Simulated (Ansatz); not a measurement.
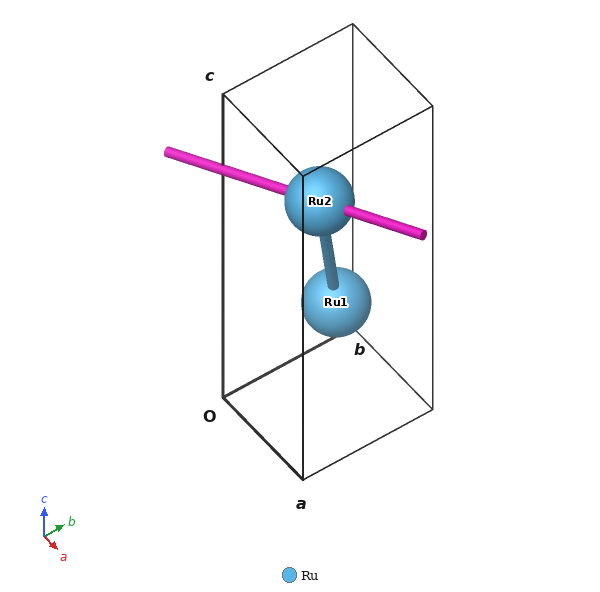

The coloured rod is the axis of a symmetry operation of the crystal. Crystal: Ru, the end point of a relaxation with DFT PBE+D3(BJ), scalar-relativistic, plane waves, PAW (Ansatz 0.2.0). Geometry calculated from the standardised cell; symmetry tolerance 0.002 Å.

a = 2.698 Å, b = 2.698 Å, c = 4.266 Å, α = 90.00°, β = 90.00°, γ = 120.00°.

```csv
atom,x,y,z
Ru1,0.3333,0.6667,0.2500
Ru2,0.6667,0.3333,0.7500
```

Take the operation x, y, z → x, x−y, −z+3/2.

Q: What kind of operation is it, and where does it lie?

A: It is a 2-fold rotation, about the line along [2 1 0] through (0.600, 0.300, 3/4).

Q: Onto which atom does it carry each atom (up to whole multiples of a, b and c)?

A: Ru1 → Ru1, Ru2 → Ru2.

Q: What is the crystal's space group?

A: P6₃/mmc, No. 194.
